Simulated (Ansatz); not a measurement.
Nudged elastic band, with input and output: BSiNH7F

System: BSiNH7F.
Method: RKS PBE-D4/cc-pVDZ (Ansatz 0.2.0).

One setting was made poor on purpose. It belongs to a series of runs on one base structure; here: band between the two ends. Figures and captions count atoms from 1; the log counts them from 0 in places.

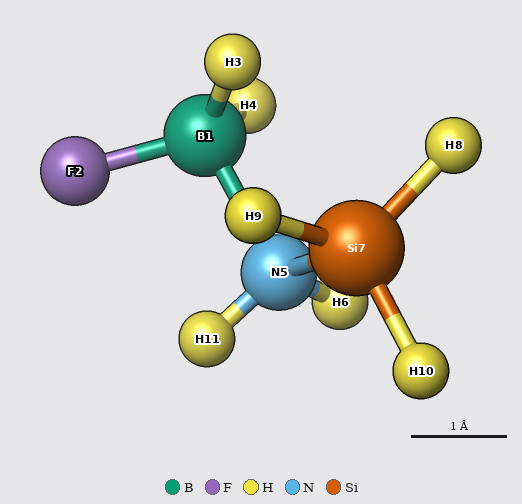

*The structure as given in the input (ball-and-stick view, seen at a tilt; atoms are numbered from 1 in the order of the input).*

### Input file
```yaml
crystal:
  periodic: [false, false, false]
  atoms:
    - { symbol: B, position_ang: [0.153526, -0.363903, 0.040715] }
    - { symbol: F, position_ang: [-0.301197, 0.879212, 0.547297] }
    - { symbol: H, position_ang: [1.393215, -0.456862, 0.016127] }
    - { symbol: H, position_ang: [-0.414825, -0.74107, -0.985283] }
    - { symbol: "N", position_ang: [-0.314778, -1.452062, 1.244792] }
    - { symbol: H, position_ang: [-0.972042, -2.1562, 0.880918] }
    - { symbol: Si, position_ang: [1.214572, -2.169117, 1.969658] }
    - { symbol: H, position_ang: [1.909201, -2.911924, 0.87062] }
    - { symbol: H, position_ang: [1.993413, -1.020036, 2.527664] }
    - { symbol: H, position_ang: [0.810742, -3.123329, 3.071188] }
    - { symbol: H, position_ang: [-0.838525, -0.875607, 1.923904] }
basis:
  gaussian: { orbitals: cc-pVDZ }
hamiltonian:
  xc: pbe
  dispersion: d4
neb:
  order_check: false
  images: 3
  f_tol: 0.05
  max_iterations: 60
  climbing: false
  final_atoms:
    - { symbol: B, position_ang: [0.24306325, -0.73913692, -0.39231223] }
    - { symbol: F, position_ang: [-0.53781951, 0.30887185, 2.46450491] }
    - { symbol: H, position_ang: [1.22374146, -0.02971913, -0.31688842] }
    - { symbol: H, position_ang: [-0.55081809, -0.66431389, -1.30919847] }
    - { symbol: "N", position_ang: [0.01214005, -1.68574035, 0.63962318] }
    - { symbol: H, position_ang: [-0.78935366, -2.31747997, 0.5199374] }
    - { symbol: Si, position_ang: [1.18459037, -2.1414322, 1.94553388] }
    - { symbol: H, position_ang: [1.87065585, -3.42266918, 1.5409492] }
    - { symbol: H, position_ang: [2.17061022, -1.02075124, 2.06029435] }
    - { symbol: H, position_ang: [0.42210196, -2.3796643, 3.2189351] }
    - { symbol: H, position_ang: [-0.6156099, -0.29886268, 1.7362211] }
  initial_path:
    images:
      - { positions_ang: [[0.153526, -0.363903, 0.040715], [-0.301197, 0.879212, 0.547297], [1.393215, -0.456862, 0.016127], [-0.414825, -0.74107, -0.985283], [-0.314778, -1.452062, 1.244792], [-0.972042, -2.1562, 0.880918], [1.214572, -2.169117, 1.969658], [1.909201, -2.911924, 0.87062], [1.993413, -1.020036, 2.527664], [0.810742, -3.123329, 3.071188], [-0.838525, -0.875607, 1.923904]] }
      - { positions_ang: [[0.03084609, -0.1919835, 0.02806581], [-0.24322716, 0.39941617, 1.11450356], [1.17804116, -0.16681531, -0.2502297], [-0.74739435, -0.43072499, -0.81261111], [-0.07599059, -1.61225428, 0.89782527], [-0.60116227, -2.36148883, 0.42520375], [1.15145605, -2.15084039, 2.02283604], [1.67514075, -3.23042548, 1.48989286], [2.14969027, -1.17382363, 2.31822008], [0.53611767, -2.46693399, 3.1533252], [-0.42021561, -1.00502376, 1.72056823]] }
      - { positions_ang: [[-0.09183382, -0.02006401, 0.01541662], [-0.18525731, -0.08037965, 1.68171013], [0.96286731, 0.12323139, -0.5165864], [-1.07996371, -0.12037999, -0.63993922], [0.16279682, -1.77244655, 0.55085854], [-0.23028254, -2.56677767, -0.03051049], [1.0883401, -2.13256378, 2.07601408], [1.4410805, -3.54892697, 2.10916573], [2.30596754, -1.32761126, 2.10877616], [0.26149333, -1.81053899, 3.2354624], [-0.00190622, -1.13444051, 1.51723247]] }
      - { positions_ang: [[0.07561472, -0.37960046, -0.18844781], [-0.36153841, 0.1142461, 2.07310752], [1.09330439, 0.04675613, -0.41673741], [-0.8153909, -0.39234694, -0.97456884], [0.08746843, -1.72909345, 0.59524086], [-0.5098181, -2.44212882, 0.24471345], [1.13646523, -2.13699799, 2.01077398], [1.65586818, -3.48579807, 1.82505746], [2.23828888, -1.17418125, 2.08453526], [0.34179765, -2.09510164, 3.22719875], [-0.30875806, -0.7166516, 1.62672678]] }
      - { positions_ang: [[0.24306325, -0.73913692, -0.39231223], [-0.53781951, 0.30887185, 2.46450491], [1.22374146, -0.02971913, -0.31688842], [-0.55081809, -0.66431389, -1.30919847], [0.01214005, -1.68574035, 0.63962318], [-0.78935366, -2.31747997, 0.5199374], [1.18459037, -2.1414322, 1.94553388], [1.87065585, -3.42266918, 1.5409492], [2.17061022, -1.02075124, 2.06029435], [0.42210196, -2.3796643, 3.2189351], [-0.6156099, -0.29886268, 1.7362211]] }
```

Hardware: 2 threads of Arm Neoverse V2, 24 GiB of memory available, shared host.

Launched with:
```bash
ansatz run input.yaml --threads 2 --pin off --max-ram 3072MiB --backend cpu --events-out ev --progress --plain --runs-dir out
```

### The program's output
```
Engine: ansatz 0.2.0, aarch64-unknown-linux-gnu
Functional definition: PBE
  parameter kappa = 0.804
  parameter beta = 0.06672455060314922
  exchange = pbe_x(kappa = kappa, mu = beta*pi^2/3)
  correlation = pbe_c(beta = beta)
1132 factors; their error is unknown
mean field evaluation 1: about -12860.4228 eV, gradient 5.4e1 eV
mean field evaluation 2: about -12847.4789 eV, gradient 9.3e1 eV
mean field evaluation 4: about -12866.5565 eV, gradient 3.0e0 eV
mean field evaluation 8: about -12866.5795 eV, gradient 1.1e-1 eV
mean field evaluation 16: about -12866.5394 eV, gradient 1.0e-4 eV
mean field -12866.53939953 eV, -472.8366016791 hartree, gradient 1.9e-5 eV, S^2 0.000000; 0 other end points of the search recorded, 0 dependent functions left out
the calculation of the forces begins
reference -12866.53943740 eV, -472.8366030708 hartree; 21, 21 occupied and 74, 74 virtual orbitals, 1132 factors
1132 factors; their error is unknown
mean field evaluation 32: about -12865.7406 eV, gradient 5.8e-5 eV
mean field -12865.74056788 eV, -472.8072451574 hartree, gradient 5.8e-5 eV, S^2 0.000000; 0 other end points of the search recorded, 0 dependent functions left out
the calculation of the forces begins
reference -12865.74060479 eV, -472.8072465137 hartree; 21, 21 occupied and 74, 74 virtual orbitals, 1132 factors
NEB end point (image 0): max|allowed force component| = 2.319e-2 eV/Å (the criterion of neb.relax_end_points is 1.000e-2)
NEB end point (image 4): max|allowed force component| = 1.266e-2 eV/Å (the criterion of neb.relax_end_points is 1.000e-2)
1132 factors; their error is unknown
mean field -12863.34509805 eV, -472.7192132648 hartree, gradient 2.7e-5 eV, S^2 0.000000; 0 other end points of the search recorded, 0 dependent functions left out
the calculation of the forces begins
reference -12863.34513655 eV, -472.7192146797 hartree; 21, 21 occupied and 74, 74 virtual orbitals, 1132 factors
1132 factors; their error is unknown
mean field evaluation 64: about -12861.8948 eV, gradient 5.6e-4 eV
mean field -12861.89476041 eV, -472.6659143397 hartree, gradient 2.5e-5 eV, S^2 0.000000; 0 other end points of the search recorded, 0 dependent functions left out
the calculation of the forces begins
reference -12861.89479897 eV, -472.6659157566 hartree; 21, 21 occupied and 74, 74 virtual orbitals, 1132 factors
1132 factors; their error is unknown
mean field -12864.40365289 eV, -472.7581144376 hartree, gradient 1.9e-5 eV, S^2 0.000000; 0 other end points of the search recorded, 0 dependent functions left out
the calculation of the forces begins
reference -12864.40368993 eV, -472.7581157987 hartree; 21, 21 occupied and 74, 74 virtual orbitals, 1132 factors
NEB iter   1: max|band force component| = 7.737e0 eV/Å  barrier→ = 4.6443 eV  barrier← = 3.8406 eV  Δτ_max = 0.1994 Å  (130 SCF iters)
these checks for a lower state are left out or cut short: starts, cluster_reference, orbital_swaps, neighbouring_geometries, increment
1132 factors; their error is unknown
mean field -12865.72191208 eV, -472.8065595695 hartree, gradient 1.2e-5 eV, S^2 0.000000; 0 other end points of the search recorded, 0 dependent functions left out
the calculation of the forces begins
reference -12865.72194982 eV, -472.8065609562 hartree; 21, 21 occupied and 74, 74 virtual orbitals, 1132 factors
these checks for a lower state are left out or cut short: starts, cluster_reference, orbital_swaps, neighbouring_geometries, increment
1132 factors; their error is unknown
mean field evaluation 96: about -12863.7752 eV, gradient 6.8e-5 eV
mean field -12863.77515779 eV, -472.7350176688 hartree, gradient 1.0e-5 eV, S^2 0.000000; 0 other end points of the search recorded, 0 dependent functions left out
the calculation of the forces begins
reference -12863.77519551 eV, -472.7350190551 hartree; 21, 21 occupied and 74, 74 virtual orbitals, 1132 factors
these checks for a lower state are left out or cut short: starts, cluster_reference, orbital_swaps, neighbouring_geometries, increment
1132 factors; their error is unknown
mean field -12865.26401034 eV, -472.7897319909 hartree, gradient 2.2e-5 eV, S^2 0.000000; 0 other end points of the search recorded, 0 dependent functions left out
the calculation of the forces begins
reference -12865.26404781 eV, -472.7897333678 hartree; 21, 21 occupied and 74, 74 virtual orbitals, 1132 factors
NEB iter   2: max|band force component| = 3.978e0 eV/Å  barrier→ = 2.7633 eV  barrier← = 1.9597 eV  Δτ_max = 0.1894 Å  (97 SCF iters)
[... from here on the SCF iterations and repeated set-up lines of each step are left out, up to the last step ...]
NEB iter   3: max|band force component| = 2.684e0 eV/Å  barrier→ = 1.9184 eV  barrier← = 1.1148 eV  Δτ_max = 0.1980 Å  (90 SCF iters)
NEB iter   4: max|band force component| = 2.418e0 eV/Å  barrier→ = 1.3465 eV  barrier← = 0.5429 eV  Δτ_max = 0.1986 Å  (92 SCF iters)
NEB iter   5: max|band force component| = 2.179e0 eV/Å  barrier→ = 0.9863 eV  barrier← = 0.1826 eV  Δτ_max = 0.1972 Å  (91 SCF iters)
NEB iter   6: max|band force component| = 5.627e-1 eV/Å  barrier→ = 0.9096 eV  barrier← = 0.1059 eV  Δτ_max = 0.1999 Å  (84 SCF iters)
NEB iter   7: max|band force component| = 6.239e-1 eV/Å  barrier→ = 0.8702 eV  barrier← = 0.0665 eV  Δτ_max = 0.0996 Å  (83 SCF iters)
NEB iter   8: max|band force component| = 5.461e-1 eV/Å  barrier→ = 0.8524 eV  barrier← = 0.0487 eV  Δτ_max = 0.1971 Å  (87 SCF iters)
NEB iter   9: max|band force component| = 2.927e-1 eV/Å  barrier→ = 0.8518 eV  barrier← = 0.0481 eV  Δτ_max = 0.0358 Å  (85 SCF iters)
NEB iter  10: max|band force component| = 6.426e-2 eV/Å  barrier→ = 0.8474 eV  barrier← = 0.0438 eV  Δτ_max = 0.0464 Å  (88 SCF iters)
NEB iter  11: max|band force component| = 9.468e-2 eV/Å  barrier→ = 0.8463 eV  barrier← = 0.0426 eV  Δτ_max = 0.0086 Å  (86 SCF iters)
these checks for a lower state are left out or cut short: starts, cluster_reference, orbital_swaps, neighbouring_geometries, increment
1132 factors; their error is unknown
mean field -12866.49313575 eV, -472.8349015164 hartree, gradient 2.4e-5 eV, S^2 0.000000; 0 other end points of the search recorded, 0 dependent functions left out
the calculation of the forces begins
reference -12866.49317430 eV, -472.8349029331 hartree; 21, 21 occupied and 74, 74 virtual orbitals, 1132 factors
these checks for a lower state are left out or cut short: starts, cluster_reference, orbital_swaps, neighbouring_geometries, increment
1132 factors; their error is unknown
mean field -12866.06018645 eV, -472.8189909231 hartree, gradient 1.2e-5 eV, S^2 0.000000; 0 other end points of the search recorded, 0 dependent functions left out
the calculation of the forces begins
reference -12866.06022446 eV, -472.8189923201 hartree; 21, 21 occupied and 74, 74 virtual orbitals, 1132 factors
these checks for a lower state are left out or cut short: starts, cluster_reference, orbital_swaps, neighbouring_geometries, increment
1132 factors; their error is unknown
mean field -12865.70230058 eV, -472.8058388601 hartree, gradient 2.7e-5 eV, S^2 0.000000; 0 other end points of the search recorded, 0 dependent functions left out
the calculation of the forces begins
reference -12865.70233736 eV, -472.8058402118 hartree; 21, 21 occupied and 74, 74 virtual orbitals, 1132 factors
1132 factors; their error is unknown
mean field evaluation 320: about -12860.3574 eV, gradient 5.4e1 eV
mean field -12866.49313575 eV, -472.8349015164 hartree, gradient 2.4e-5 eV, S^2 0.000000; 1 other end points of the search recorded, 0 dependent functions left out
the calculation of the forces begins
reference -12866.49317430 eV, -472.8349029331 hartree; 21, 21 occupied and 74, 74 virtual orbitals, 1132 factors
1132 factors; their error is unknown
mean field evaluation 352: about -12866.0602 eV, gradient 1.1e-5 eV
mean field -12866.06018645 eV, -472.8189909231 hartree, gradient 1.8e-5 eV, S^2 0.000000; 1 other end points of the search recorded, 0 dependent functions left out
the calculation of the forces begins
reference -12866.06022446 eV, -472.8189923201 hartree; 21, 21 occupied and 74, 74 virtual orbitals, 1132 factors
1132 factors; their error is unknown
mean field -12865.70230058 eV, -472.8058388601 hartree, gradient 2.7e-5 eV, S^2 0.000000; 1 other end points of the search recorded, 0 dependent functions left out
the calculation of the forces begins
reference -12865.70233736 eV, -472.8058402118 hartree; 21, 21 occupied and 74, 74 virtual orbitals, 1132 factors
NEB iter  12: max|band force component| = 4.540e-2 eV/Å  barrier→ = 0.8461 eV  barrier← = 0.0424 eV  Δτ_max = 0.0000 Å  (154 SCF iters)
```

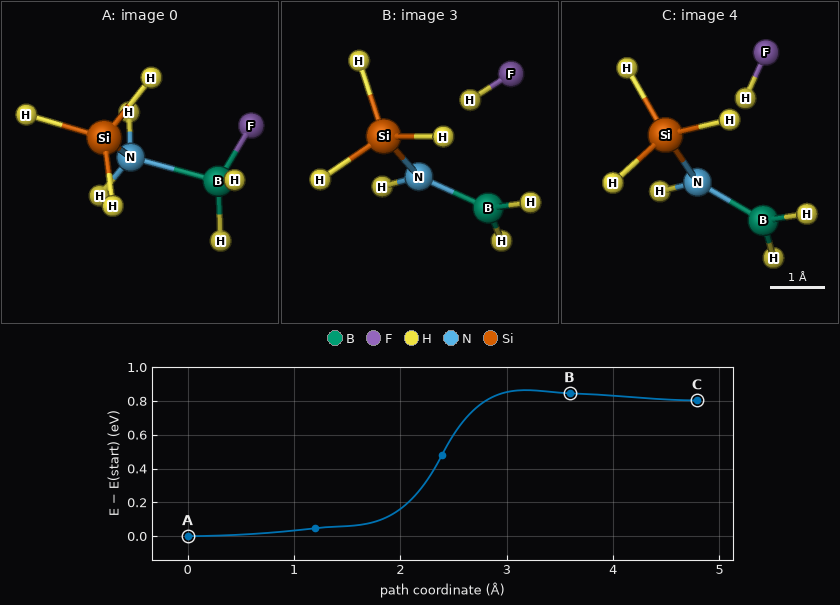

*Images of the last band (counted from 0; ball-and-stick, seen at a tilt) above the energy along the path; the line is a cubic interpolation that uses the forces.*

The highest image is number 3, 0.846 eV above the start and 0.042 eV above the end; the end lies 0.804 eV above the start. The path is 4.79 Å long. The band converged in 12 iterations.

```
Total energy: -12865.88340514 eV, -472.8124943300 hartree
Atom 0 at     0.273972    -0.628403    -0.192148 Å, force    -0.004904    -0.014452     0.000524 eV/Å
Atom 1 at    -1.090449     0.563394     1.821978 Å, force     0.006784     0.013157     0.021683 eV/Å
Atom 2 at     1.257980     0.068553    -0.075114 Å, force     0.003234    -0.000849    -0.007092 eV/Å
Atom 3 at    -0.548019    -0.468301    -1.069037 Å, force     0.002551    -0.005963    -0.007956 eV/Å
Atom 4 at     0.102167    -1.714912     0.716352 Å, force     0.002090     0.011296    -0.006179 eV/Å
Atom 5 at    -0.687342    -2.347953     0.537575 Å, force    -0.007132     0.000448    -0.002165 eV/Å
Atom 6 at     1.298367    -2.271957     1.942333 Å, force    -0.001541     0.004048     0.002707 eV/Å
Atom 7 at     1.743631    -3.670074     1.595138 Å, force     0.005103     0.005536    -0.001519 eV/Å
Atom 8 at     2.442847    -1.303977     1.896271 Å, force    -0.006982     0.008543     0.004819 eV/Å
Atom 9 at     0.661243    -2.290719     3.308527 Å, force    -0.009487    -0.004753    -0.002805 eV/Å
Atom 10 at    -0.821095    -0.326549     1.625725 Å, force     0.010284    -0.017011    -0.002016 eV/Å
Dipole moment:     0.113317    -0.661930     0.035971 e Å
this run last wrote the band of iteration 12 to [file]
```

### The last band as extended XYZ (Å, eV, eV/Å)
```
11
Properties=species:S:1:pos:R:3:forces:R:3 image=0 energy=-12866.72942
B     0.1535   -0.3639    0.0407   -0.0001   0.0048   0.0167
F    -0.3012    0.8792    0.5473    0.0033   0.0064  -0.0149
H     1.3932   -0.4569    0.0161   -0.0035   0.0094  -0.0082
H    -0.4148   -0.7411   -0.9853    0.0055  -0.0011   0.0049
N    -0.3148   -1.4521    1.2448    0.0232  -0.0162  -0.0118
H    -0.9720   -2.1562    0.8809   -0.0192  -0.0021   0.0124
Si    1.2146   -2.1691    1.9697    0.0069   0.0049   0.0007
H     1.9092   -2.9119    0.8706   -0.0018  -0.0034   0.0011
H     1.9934   -1.0200    2.5277    0.0057  -0.0009   0.0053
H     0.8107   -3.1233    3.0712   -0.0021  -0.0025  -0.0064
H    -0.8385   -0.8756    1.9239   -0.0180   0.0006   0.0001
11
Properties=species:S:1:pos:R:3:forces:R:3 image=1 energy=-12866.68197
B     0.1244   -0.2571    0.0746   -0.0066   0.0118   0.0106
F    -0.2409    0.8366    0.9038    0.0474   0.0201  -0.0232
H     1.3407   -0.3303   -0.1400    0.0165  -0.0441  -0.0184
H    -0.6023   -0.4077   -0.9099   -0.0078  -0.0037   0.0017
N    -0.2372   -1.5685    1.0810   -0.0179  -0.0006   0.0145
H    -0.6748   -2.3262    0.5359    0.0037   0.0002   0.0019
Si    1.2169   -2.1650    2.0425   -0.0114   0.0098  -0.0004
H     1.8179   -3.2721    1.2258    0.0125   0.0346  -0.0268
H     2.1507   -1.0153    2.2407   -0.0197   0.0268   0.0244
H     0.7143   -2.6999    3.3598    0.0072  -0.0322  -0.0017
H    -0.9764   -1.1855    1.6933   -0.0241  -0.0226   0.0174
11
Properties=species:S:1:pos:R:3:forces:R:3 image=2 energy=-12866.24591
B     0.0699   -0.2428    0.0673   -0.3553   0.5636   0.3843
F    -0.7825    0.5463    1.0923    0.5885   0.0411  -1.0351
H     1.2351    0.1363    0.0407   -0.0823   0.0421   0.0929
H    -0.4926   -0.4121   -1.0113   -0.0616   0.0908   0.1529
N    -0.0688   -1.6219    0.9434   -0.2679   0.1564   0.3404
H    -0.6281   -2.3505    0.4790   -0.0156   0.0317   0.0263
Si    1.2698   -2.2495    2.0245    0.0024   0.0222   0.1016
H     1.7237   -3.6100    1.5697   -0.0712   0.0349  -0.1109
H     2.3903   -1.2570    1.9954   -0.0155   0.0183   0.0002
H     0.6381   -2.3490    3.3833    0.1015  -0.0634   0.1121
H    -0.7215   -0.9808    1.5235    0.1769  -0.9378  -0.0646
11
Properties=species:S:1:pos:R:3:forces:R:3 image=3 energy=-12865.88337
B     0.2740   -0.6284   -0.1921   -0.0049  -0.0145   0.0005
F    -1.0904    0.5634    1.8220    0.0068   0.0132   0.0217
H     1.2580    0.0686   -0.0751    0.0032  -0.0008  -0.0071
H    -0.5480   -0.4683   -1.0690    0.0026  -0.0060  -0.0080
N     0.1022   -1.7149    0.7164    0.0021   0.0113  -0.0062
H    -0.6873   -2.3480    0.5376   -0.0071   0.0004  -0.0022
Si    1.2984   -2.2720    1.9423   -0.0015   0.0040   0.0027
H     1.7436   -3.6701    1.5951    0.0051   0.0055  -0.0015
H     2.4428   -1.3040    1.8963   -0.0070   0.0085   0.0048
H     0.6612   -2.2907    3.3085   -0.0095  -0.0048  -0.0028
H    -0.8211   -0.3265    1.6257    0.0103  -0.0170  -0.0020
11
Properties=species:S:1:pos:R:3:forces:R:3 image=4 energy=-12865.92574
B     0.2431   -0.7391   -0.3923   -0.0093  -0.0097  -0.0016
F    -0.5378    0.3089    2.4645   -0.0024   0.0080   0.0072
H     1.2237   -0.0297   -0.3169    0.0035   0.0015  -0.0031
H    -0.5508   -0.6643   -1.3092    0.0022   0.0039   0.0024
N     0.0121   -1.6857    0.6396    0.0115   0.0080   0.0012
H    -0.7894   -2.3175    0.5199   -0.0127  -0.0088  -0.0065
Si    1.1846   -2.1414    1.9455    0.0008   0.0085   0.0037
H     1.8707   -3.4227    1.5409    0.0024  -0.0032  -0.0013
H     2.1706   -1.0208    2.0603    0.0032  -0.0019   0.0034
H     0.4221   -2.3797    3.2189    0.0003  -0.0034  -0.0004
H    -0.6156   -0.2989    1.7362    0.0004  -0.0029  -0.0050
```

### Summary

| quantity | value |
| --- | --- |
| outcome | converged |
| barrier, forward | 0.846 eV |
| barrier, backward | 0.042 eV |
| wall time | 56 s (CPU time 1.8 min) |
| peak memory | 0.13 GiB |

### Remarks

A deliberately poor setting: few images. The order of the saddle point was not checked.
